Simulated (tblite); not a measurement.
**Geometry relaxation of C$_{5}$H$_{16}$GeSi (part 4 of 4)**

Continued. System: C$_{5}$H$_{16}$GeSi. Method: GFN2-xTB geometry optimisation, gas phase (tblite 0.8.0). It belongs to a series of runs on one base structure; here: H on C replaced by C2H5.

Geometry of the input (Å):
```
C  1.7470  1.5336  0.2516
C  1.4230  0.2643  -0.5401
C  1.1148  -0.9452  0.3847
C  1.0146  -2.2200  -0.4533
Si -0.4984  -0.7106  1.3639
Ge -2.2703  -0.1722  -0.0410
C  -2.2355  1.7378  -0.4257
H  2.5535  1.3567  0.9952
H  2.0798  2.3242  -0.4493
H  0.8305  1.9055  0.7833
H  0.5848  0.4472  -1.2335
H  2.3192  0.0144  -1.1425
H  1.9231  -1.0669  1.1283
H  0.2106  -2.1538  -1.2055
H  0.8092  -3.0891  0.2177
H  1.9747  -2.4133  -0.9556
H  -0.3288  0.3590  2.3595
H  -0.8105  -1.9653  2.0634
H  -2.1623  -0.9742  -1.3520
H  -3.5898  -0.5154  0.6849
H  -3.1264  2.0074  -1.0281
H  -1.3151  1.9934  -0.9801
H  -2.2526  2.3098  0.5437
```

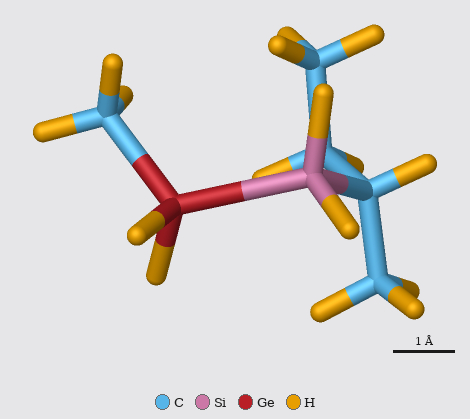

The geometry at step 98 of the log (stick view, seen at a tilt).

### Trajectory as extended XYZ, continued
```
23
Properties=species:S:1:pos:R:3:forces:R:3 step=89 energy=-612.65850
C     1.6588    1.5002    0.1768   -0.0040   0.0020  -0.0020
C     1.4504    0.1742   -0.5408    0.0010  -0.0120   0.0070
C     1.1670   -0.9869    0.4119    0.0010  -0.0130   0.0000
C     1.1020   -2.2938   -0.3746   -0.0020  -0.0030  -0.0040
Si   -0.4578   -0.7436    1.3923    0.0120   0.0040  -0.0030
Ge   -2.1813   -0.0682   -0.0505   -0.0060  -0.0130  -0.0080
C    -2.3185    1.8760   -0.3747   -0.0020   0.0010   0.0020
H     2.4460    1.4099    0.9227    0.0020  -0.0090  -0.0050
H     1.9464    2.2754   -0.5305    0.0000   0.0060  -0.0080
H     0.7483    1.8183    0.6802   -0.0080  -0.0050   0.0070
H     0.6174    0.2657   -1.2479    0.0070   0.0110   0.0040
H     2.3468   -0.0552   -1.1259   -0.0020   0.0010  -0.0040
H     2.0017   -1.0577    1.1169   -0.0010   0.0010   0.0010
H     0.2606   -2.2800   -1.0676   -0.0030   0.0010  -0.0040
H     0.9810   -3.1450    0.2920   -0.0050   0.0110   0.0060
H     2.0124   -2.4444   -0.9548    0.0010   0.0010   0.0050
H    -0.2663    0.2367    2.4703   -0.0020   0.0060   0.0050
H    -0.7907   -2.0133    2.0505    0.0040  -0.0020   0.0000
H    -2.1485   -0.7174   -1.4199    0.0040   0.0020   0.0020
H    -3.5423   -0.5012    0.4496    0.0050  -0.0010  -0.0040
H    -3.1819    2.1092   -0.9921   -0.0030   0.0030  -0.0010
H    -1.4331    2.2548   -0.8790    0.0020   0.0020  -0.0040
H    -2.4232    2.4135    0.5647    0.0000   0.0050   0.0070
23
Properties=species:S:1:pos:R:3:forces:R:3 step=92 energy=-612.65860
C     1.6581    1.5002    0.1773    0.0000   0.0010  -0.0020
C     1.4501    0.1738   -0.5402    0.0000   0.0060  -0.0010
C     1.1672   -0.9881    0.4115    0.0000   0.0020  -0.0010
C     1.1019   -2.2946   -0.3751   -0.0020  -0.0010  -0.0020
Si   -0.4570   -0.7433    1.3921   -0.0040   0.0020   0.0030
Ge   -2.1821   -0.0701   -0.0518    0.0100   0.0080   0.0020
C    -2.3181    1.8754   -0.3738    0.0010   0.0010   0.0020
H     2.4471    1.4107    0.9217   -0.0020  -0.0050  -0.0070
H     1.9435    2.2753   -0.5315   -0.0020   0.0010   0.0030
H     0.7480    1.8178    0.6826    0.0010  -0.0100   0.0010
H     0.6169    0.2673   -1.2465    0.0010   0.0020   0.0000
H     2.3460   -0.0541   -1.1267   -0.0030  -0.0020   0.0010
H     2.0022   -1.0586    1.1161    0.0000  -0.0020   0.0030
H     0.2624   -2.2802   -1.0705   -0.0040   0.0020   0.0010
H     0.9781   -3.1442    0.2927   -0.0040   0.0020   0.0010
H     2.0133   -2.4465   -0.9531    0.0040  -0.0020   0.0050
H    -0.2647    0.2399    2.4678   -0.0040   0.0010   0.0000
H    -0.7910   -2.0113    2.0544    0.0080   0.0060  -0.0060
H    -2.1473   -0.7171   -1.4216    0.0030  -0.0020  -0.0040
H    -3.5435   -0.5020    0.4465   -0.0010  -0.0060  -0.0010
H    -3.1818    2.1103   -0.9906    0.0050   0.0010   0.0040
H    -1.4323    2.2539   -0.8783   -0.0080  -0.0010   0.0010
H    -2.4216    2.4125    0.5664    0.0010  -0.0030  -0.0030
23
Properties=species:S:1:pos:R:3:forces:R:3 step=95 energy=-612.65866
C     1.6554    1.4999    0.1749    0.0030  -0.0050   0.0000
C     1.4501    0.1724   -0.5410   -0.0030   0.0000  -0.0070
C     1.1678   -0.9891    0.4114   -0.0030   0.0110   0.0020
C     1.1033   -2.2969   -0.3735    0.0000   0.0080   0.0070
Si   -0.4569   -0.7432    1.3912    0.0000   0.0050  -0.0020
Ge   -2.1802   -0.0682   -0.0537   -0.0030   0.0000  -0.0010
C    -2.3186    1.8778   -0.3701    0.0000  -0.0020  -0.0010
H     2.4449    1.4118    0.9184    0.0060   0.0010   0.0020
H     1.9390    2.2746   -0.5350   -0.0040   0.0020   0.0050
H     0.7448    1.8150    0.6805    0.0030  -0.0040   0.0000
H     0.6173    0.2656   -1.2476   -0.0070  -0.0060  -0.0060
H     2.3460   -0.0552   -1.1273    0.0020  -0.0020   0.0010
H     2.0024   -1.0583    1.1169   -0.0030  -0.0030  -0.0020
H     0.2639   -2.2844   -1.0691    0.0030   0.0030   0.0020
H     0.9795   -3.1443    0.2971   -0.0040  -0.0040  -0.0040
H     2.0159   -2.4493   -0.9497   -0.0020  -0.0040   0.0030
H    -0.2644    0.2399    2.4670   -0.0040   0.0010   0.0020
H    -0.7915   -2.0108    2.0528    0.0050  -0.0020  -0.0010
H    -2.1425   -0.7116   -1.4257    0.0020   0.0010   0.0020
H    -3.5426   -0.5033    0.4412    0.0080  -0.0040  -0.0040
H    -3.1814    2.1140   -0.9873   -0.0050  -0.0010   0.0010
H    -1.4331    2.2583   -0.8732    0.0030   0.0030  -0.0010
H    -2.4237    2.4123    0.5710    0.0020   0.0000   0.0040
23
Properties=species:S:1:pos:R:3:forces:R:3 step=98 energy=-612.65878
C     1.6528    1.4987    0.1722    0.0000   0.0010   0.0010
C     1.4493    0.1712   -0.5431    0.0010  -0.0120  -0.0010
C     1.1679   -0.9887    0.4113   -0.0020  -0.0120  -0.0020
C     1.1046   -2.2986   -0.3706   -0.0020  -0.0040   0.0030
Si   -0.4568   -0.7415    1.3902    0.0020   0.0010  -0.0010
Ge   -2.1780   -0.0664   -0.0564   -0.0070  -0.0090  -0.0080
C    -2.3189    1.8801   -0.3656   -0.0010   0.0050  -0.0030
H     2.4441    1.4130    0.9140    0.0060   0.0020   0.0030
H     1.9314    2.2747   -0.5380    0.0020   0.0080   0.0010
H     0.7419    1.8097    0.6794    0.0000   0.0040   0.0070
H     0.6160    0.2633   -1.2495    0.0000  -0.0100  -0.0050
H     2.3457   -0.0566   -1.1282    0.0040  -0.0010  -0.0080
H     2.0022   -1.0588    1.1171   -0.0030   0.0130  -0.0040
H     0.2669   -2.2881   -1.0685    0.0060   0.0070   0.0010
H     0.9782   -3.1446    0.3014   -0.0030   0.0030  -0.0020
H     2.0189   -2.4542   -0.9436   -0.0100   0.0040   0.0040
H    -0.2649    0.2419    2.4655   -0.0030   0.0040   0.0050
H    -0.7897   -2.0089    2.0523    0.0000  -0.0050   0.0010
H    -2.1357   -0.7052   -1.4308    0.0040   0.0040   0.0060
H    -3.5406   -0.5067    0.4326    0.0050  -0.0040  -0.0010
H    -3.1814    2.1185   -0.9823   -0.0080  -0.0040   0.0000
H    -1.4338    2.2632   -0.8672    0.0070   0.0050   0.0000
H    -2.4248    2.4111    0.5775    0.0030   0.0000   0.0040
23
Properties=species:S:1:pos:R:3:forces:R:3 step=101 energy=-612.65889
C     1.6521    1.4979    0.1716   -0.0010   0.0000  -0.0010
C     1.4486    0.1704   -0.5447    0.0040   0.0040   0.0020
C     1.1674   -0.9887    0.4107    0.0020   0.0010   0.0010
C     1.1039   -2.2991   -0.3691   -0.0030  -0.0050  -0.0030
Si   -0.4565   -0.7394    1.3898   -0.0040  -0.0040   0.0040
Ge   -2.1772   -0.0669   -0.0587    0.0070   0.0070   0.0040
C    -2.3187    1.8808   -0.3640    0.0010  -0.0010   0.0000
H     2.4460    1.4129    0.9111   -0.0030   0.0010  -0.0060
H     1.9265    2.2764   -0.5378    0.0010  -0.0030   0.0030
H     0.7418    1.8059    0.6821    0.0060   0.0040   0.0050
H     0.6147    0.2621   -1.2509    0.0100  -0.0080   0.0010
H     2.3453   -0.0570   -1.1299   -0.0040  -0.0010  -0.0060
H     2.0016   -1.0582    1.1164    0.0040   0.0140   0.0020
H     0.2690   -2.2872   -1.0697   -0.0050   0.0040  -0.0060
H     0.9737   -3.1442    0.3029   -0.0060  -0.0050   0.0060
H     2.0194   -2.4575   -0.9387    0.0020   0.0030  -0.0040
H    -0.2656    0.2455    2.4645   -0.0040  -0.0020   0.0000
H    -0.7871   -2.0071    2.0532   -0.0020   0.0000   0.0010
H    -2.1315   -0.7029   -1.4331    0.0050  -0.0010  -0.0070
H    -3.5388   -0.5106    0.4272   -0.0060  -0.0040   0.0030
H    -3.1825    2.1197   -0.9790    0.0010   0.0000   0.0030
H    -1.4336    2.2649   -0.8654   -0.0060   0.0010   0.0020
H    -2.4233    2.4095    0.5808    0.0010  -0.0030  -0.0040
23
Properties=species:S:1:pos:R:3:forces:R:3 step=104 energy=-612.65897
C     1.6503    1.4970    0.1697    0.0020   0.0000  -0.0020
C     1.4486    0.1689   -0.5461   -0.0020   0.0030   0.0000
C     1.1674   -0.9891    0.4106    0.0030   0.0080   0.0040
C     1.1041   -2.3010   -0.3671    0.0010   0.0070   0.0010
Si   -0.4568   -0.7387    1.3894    0.0020  -0.0020   0.0000
Ge   -2.1756   -0.0658   -0.0609    0.0000  -0.0020   0.0020
C    -2.3188    1.8824   -0.3612   -0.0010  -0.0040   0.0020
H     2.4459    1.4139    0.9075    0.0020  -0.0020  -0.0020
H     1.9218    2.2768   -0.5393    0.0010  -0.0030  -0.0040
H     0.7409    1.8032    0.6829    0.0030   0.0010   0.0000
H     0.6151    0.2583   -1.2527    0.0000   0.0000  -0.0020
H     2.3449   -0.0583   -1.1322   -0.0010   0.0000   0.0040
H     2.0015   -1.0551    1.1165    0.0040   0.0010   0.0030
H     0.2710   -2.2882   -1.0700   -0.0030   0.0000   0.0010
H     0.9713   -3.1448    0.3064   -0.0040   0.0010  -0.0040
H     2.0208   -2.4601   -0.9346    0.0010  -0.0040  -0.0020
H    -0.2671    0.2471    2.4636   -0.0030  -0.0040  -0.0010
H    -0.7863   -2.0062    2.0531   -0.0050  -0.0020   0.0030
H    -2.1258   -0.6984   -1.4370    0.0030   0.0000  -0.0030
H    -3.5376   -0.5140    0.4216    0.0000   0.0000  -0.0010
H    -3.1831    2.1223   -0.9750    0.0010   0.0010   0.0010
H    -1.4339    2.2686   -0.8610   -0.0040   0.0010  -0.0030
H    -2.4234    2.4078    0.5852   -0.0020   0.0010   0.0020
```

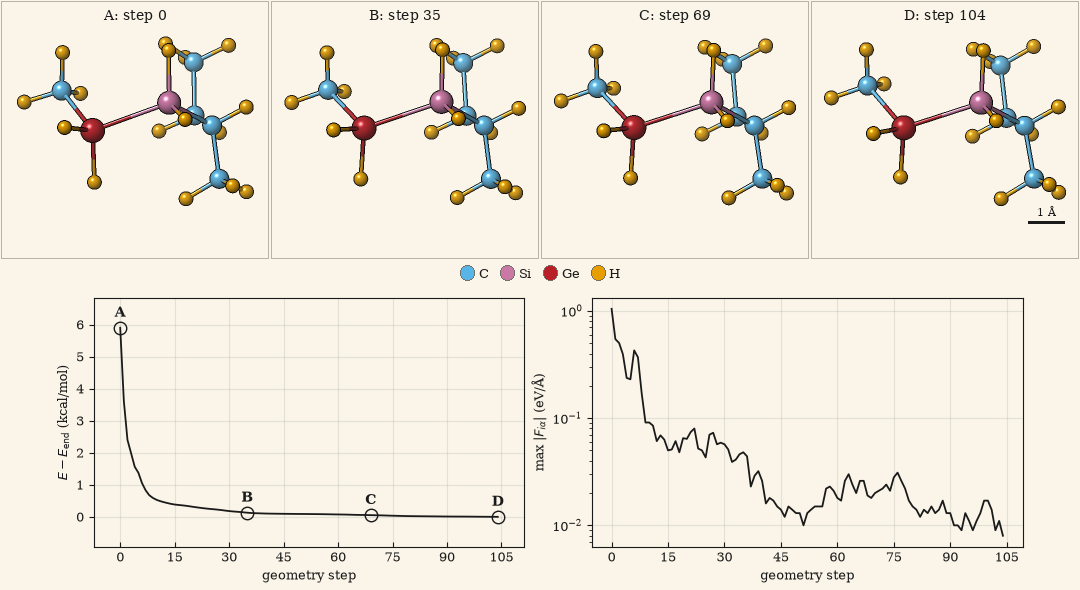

Frames of the relaxation (ball-and-stick view, seen at a tilt) above the curves, on which the letters mark them (steps are counted from 0).

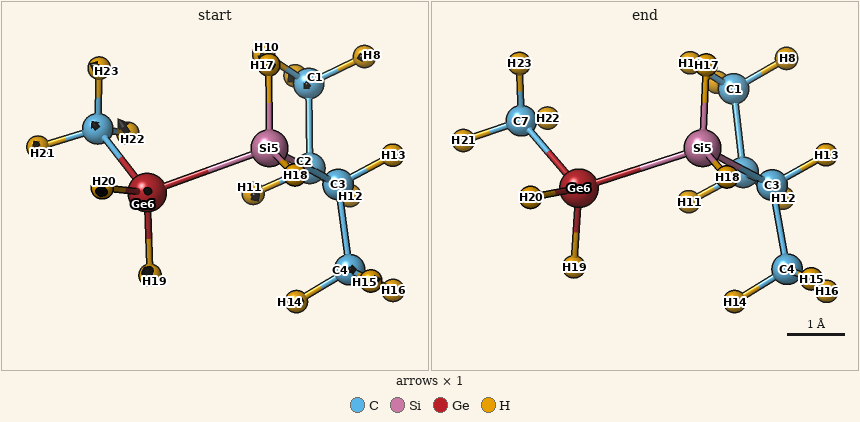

Before (left) and after (right) the relaxation, at one scale (ball-and-stick view, seen at a tilt). The black arrows give the displacements, at true length. H22 moves most after the best rigid fit: 0.32 Å. Largest moves by element: H 0.32 Å, C 0.18 Å, Ge 0.14 Å, Si 0.06 Å. Among the contacts that change: C7–H23 1.126 → 1.088 Å, C1–H10 1.123 → 1.088 Å, Ge6–H20 1.545 → 1.513 Å, Ge6–C7 1.949 → 1.976 Å. Among the angles that change: H19–Ge6–H20 110.1° → 101.3°, Si5–Ge6–C7 109.4° → 115.4°, Si5–Ge6–H19 109.9° → 114.7°. Over 104 geometry steps the energy falls by 5.90 kcal/mol. Largest force component: 1 eV/Å at the start, 0.008 eV/Å at the end. (Atoms are counted from 1 in the order of the input.)

### Summary

```csv
quantity,value
outcome,converged
total energy,−612.6590 eV
hardware,"1 CPU thread, shared host"
wall time,1 s
peak memory,0.18 GiB
```
